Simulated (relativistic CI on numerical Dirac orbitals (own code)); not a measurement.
# Relativistic CI calculation for Ho³⁺

- system: Ho³⁺.
- method: Dirac-Coulomb-Breit CI, KLI orbitals optimised for each configuration, model QED (radiative potential, 1s self-energy scaled to tabulated hydrogen-like ionisation energies), valence Slater integrals scaled by 0.7, multiplet model of core-to-valence dipole absorption (relativistic CI on numerical Dirac orbitals, in-house)

The input:
```
atom Ho  Z=67  charge=3  electrons=64
nucleus A=165  rms_radius_fm=5.2022
hamiltonian dirac-coulomb  breit=on  qed=on  c_scale=1
orbitals kli  potential=per-configuration
slater_scale 0.7
correlation none
mixing on
configurations
  [Xe] 4f10
  [Kr] 4d9 4f11 5s2 5p6
end
absorption N4,5 T=300 lorentz=0.5 gauss=0.2
crystal_field free
```

Hardware: 1 CPU thread, shared host.

The program writes its results to a structured record and prints no log; tables and figures of this report are taken from that record.

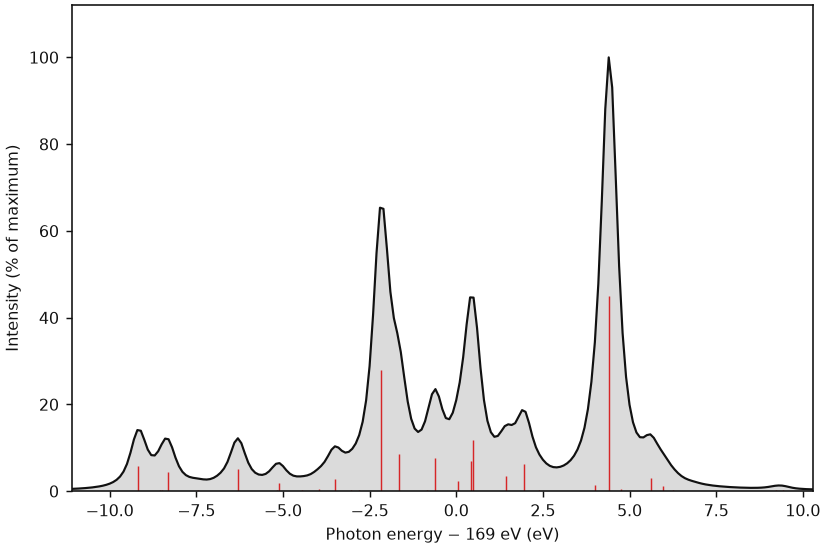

Fig. 1: N₄,₅ X-ray absorption of Ho³⁺ (holmium, Z = 67), [Xe] 4f¹⁰, in no crystal field (free ion). Sticks are the strongest transitions, on a scale of their own. Multiplet model: relativistic Dirac–Coulomb–Breit theory, one configuration a step, Slater integrals scaled by 0.7, 300 K, Voigt broadening (Lorentzian 0.5 eV, Gaussian 0.2 eV full widths), computed with a radial Dirac CI code. The main maxima lie at 159.8 eV (14), 160.6 eV (12), 162.7 eV (12), 165.5 eV (10), 166.8 eV (65), 168.4 eV (24), 169.4 eV (45), 170.9 eV (19), 173.4 eV (100) and 174.6 eV (13), heights in % of the largest; the centroid is at 169.2 eV. The ground state has S = 1.92.

Key numbers:

- outcome: converged
- CPU time: 14 s

Remarks:

To bear in mind: free-ion energies, so absolute edge positions are off by a few eV from solids; core and valence shell share one n, so the strongest features autoionise and are far broader and can lie several eV off in experiment.
